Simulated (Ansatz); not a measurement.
Starting cell, CaO (rock salt):

```xyz
4
Lattice="0.0000 4.7948 4.7948 2.3974 2.3974 4.7948 2.3974 2.3974 0.0000" Properties=species:S:1:pos:R:3 pbc="T T T"
Ca     0.0000     0.0000     0.0000
Ca     0.0000     2.3974     2.3974
O      2.3974     7.1923     7.1923
O      2.3974     4.7948     4.7948
```

The atoms are displaced by Q × the pattern below (from a DFPT mode at X = (0.5, 0.5, 0.0), largest move 1; Q in Å), at fixed cell. It is one choice among 2 degenerate patterns. (q is in reciprocal vectors of the primitive cell; the cell shown is doubled to hold the pattern.)

```json
[
 {"atom": "Ca1", "x": "0.000", "y": "0.244", "z": "0.000"},
 {"atom": "Ca2", "x": "0.000", "y": "-0.244", "z": "0.000"},
 {"atom": "O3", "x": "0.000", "y": "1.000", "z": "0.000"},
 {"atom": "O4", "x": "0.000", "y": "-1.000", "z": "0.000"}
]
```

Computed with r2SCAN (plane waves to 500 eV, PAW, scalar-relativistic; Ansatz, a quantum-chemistry and plane-wave program). k mesh 12×12×12 (Γ-centred), Fermi-Dirac smearing 0.05 eV. Energies are smeared free energies. CaO was relaxed with its symmetry unable to fall. The zero of ΔE is the undisplaced structure.

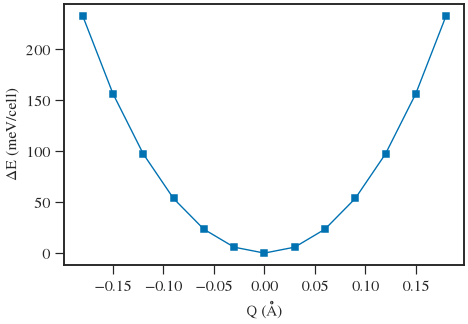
*ΔE (meV/cell) against Q (Å); computed points joined by lines.*

Problem. What is the energy change at Q = 0.180 Å?

Solution. About 230 meV/cell.

Problem. What harmonic wavenumber does the curvature at Q = 0 give?

Solution. About 310 cm⁻¹.

(A displaced cell: forces are minus the slopes of the energy, force constants its curvatures, and phonons follow from these.)
